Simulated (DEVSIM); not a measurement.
Device: abrupt Si p-n junction, at 300 K.

| layer (left to right) | material | thickness (μm) | Nd (cm⁻³) | Na (cm⁻³) | τn (s) | τp (s) |
|---|---|---|---|---|---|---|
| 1 | Si | 26.0 | - | 9.3e16 | 0.00023 | 0.00023 |
| 2 | Si | 1.00 | 2.8e14 | - | 0.00023 | 0.00023 |

Left contact: ohmic. Right contact: ohmic. Voltage is applied to the left contact. Recombination: SRH at mid-gap, radiative. Mobility is μmin + (μ − μmin)/(1 + (N/Nref)^α).

This is a model device: material constants are rounded textbook-type values typed into the input, and sizes, dopings and lifetimes were drawn at random. Values at 300 K.

```
parameter           Si
-------------  -------
gap (eV)         1.124
affinity (eV)     4.05
permittivity      11.7
Nc (cm⁻³)      2.86e19
Nv (cm⁻³)       3.1e19
μn (cm²/Vs)       1417
μp (cm²/Vs)        470
μn,min              52
μp,min              45
Nref,n          9.7e16
Nref,p          2.2e17
αn                0.68
αp                0.72
B (cm³/s)      4.7e-15
```

DEVSIM, 1D drift-diffusion, Boltzmann statistics, complete ionisation; no tunnelling, impact ionisation, image-force lowering or self-heating.

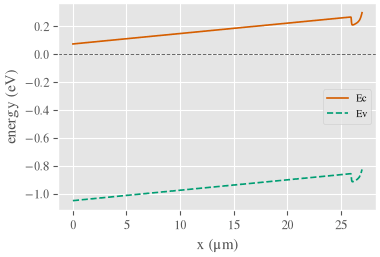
Figure: Band edges at 0.9 V on the left contact

Energies count from the Fermi level of the right contact; mesh points crowd at the junctions.

| x (μm) | Ec (eV) | Ev (eV) | n (cm⁻³) | p (cm⁻³) | field (V/cm) |
|---|---|---|---|---|---|
| 0.000 | 0.074 | -1.050 | 1200 | 9.3e16 | 76 |
| 0.03027 | 0.074 | -1.050 | 7.5e12 | 9.3e16 | 76 |
| 0.1038 | 0.075 | -1.049 | 2.5e13 | 9.3e16 | 76 |
| 0.2647 | 0.076 | -1.048 | 6.3e13 | 9.3e16 | 76 |
| 0.8434 | 0.080 | -1.044 | 1.9e14 | 9.3e16 | 75 |
| 2.017 | 0.089 | -1.035 | 3.8e14 | 9.3e16 | 75 |
| 4.587 | 0.108 | -1.016 | 6.3e14 | 9.4e16 | 75 |
| 13.52 | 0.175 | -0.949 | 8.4e14 | 9.4e16 | 74 |
| 20.49 | 0.227 | -0.897 | 8.6e14 | 9.4e16 | 74 |
| 23.67 | 0.250 | -0.874 | 8.6e14 | 9.4e16 | 74 |
| 24.98 | 0.260 | -0.864 | 8.6e14 | 9.4e16 | 74 |
| 25.68 | 0.265 | -0.859 | 8.6e14 | 9.4e16 | 74 |
| 25.88 | 0.267 | -0.857 | 8.6e14 | 9.4e16 | 73 |
| 25.96 | 0.266 | -0.858 | 9.0e14 | 9.0e16 | -760 |
| 26.00 | 0.243 | -0.881 | 2.2e15 | 3.6e16 | -13000 |
| 26.03 | 0.220 | -0.904 | 5.5e15 | 1.4e16 | -3900 |
| 26.11 | 0.210 | -0.914 | 8.0e15 | 8.5e15 | -91 |
| 26.27 | 0.214 | -0.910 | 6.9e15 | 6.7e15 | 360 |
| 26.68 | 0.237 | -0.887 | 2.9e15 | 2.8e15 | 910 |
| 26.87 | 0.264 | -0.860 | 1.0e15 | 1.4e15 | 2200 |
| 26.95 | 0.285 | -0.839 | 4.6e14 | 6.5e14 | 2900 |
| 27.00 | 0.298 | -0.826 | 2.8e14 | 420000 | 3100 |
